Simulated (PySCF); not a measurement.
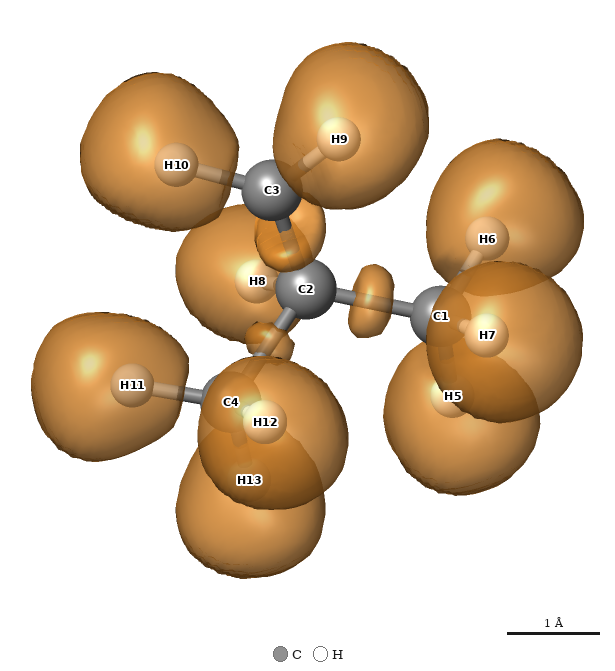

*C$_{4}$H$_{9}$ (charge +1). Isosurface of the electron localisation function at 0.85 (orange), seen at a tilt. Core shells and regions of very low density are left out.*

Geometry: GFN2-xTB.

Method: PySCF, PBE0/pcSseg-1, SCF density, gas phase, non-relativistic.

```yaml
atoms:
  - { symbol: C, position_ang: [1.4117, -0.2774, -0.2661] }
  - { symbol: C, position_ang: [0.0429, 0.3525, -0.1920] }
  - { symbol: C, position_ang: [-0.3032, 1.1096, 0.9349] }
  - { symbol: C, position_ang: [-1.1480, -0.7081, -0.3034] }
  - { symbol: H, position_ang: [1.5267, -0.8429, -1.1866] }
  - { symbol: H, position_ang: [2.1896, 0.4833, -0.2357] }
  - { symbol: H, position_ang: [1.5833, -0.9532, 0.5698] }
  - { symbol: H, position_ang: [-0.1814, 0.9343, -1.1059] }
  - { symbol: H, position_ang: [0.3344, 1.1682, 1.8121] }
  - { symbol: H, position_ang: [-1.2563, 1.6209, 0.9976] }
  - { symbol: H, position_ang: [-2.1254, -0.2393, -0.3673] }
  - { symbol: H, position_ang: [-1.1134, -1.3729, 0.5542] }
  - { symbol: H, position_ang: [-0.9609, -1.2750, -1.2118] }
```

Q: Identify the bonds, lone pairs and shells in this picture.

A: The ELF exceeds this value in three regions between bonded C–C atoms (shared pairs) and nine regions around hydrogen nuclei. Along the contacts the grid gives the following. C–C (1.40 Å): the ELF peaks at about 0.95 between the atoms, as expected for localised, covalent bonding. C–H (1.08 Å): the ELF climbs to about 1 towards the hydrogen, as it does in any bond to H (a covalent bond by its length).
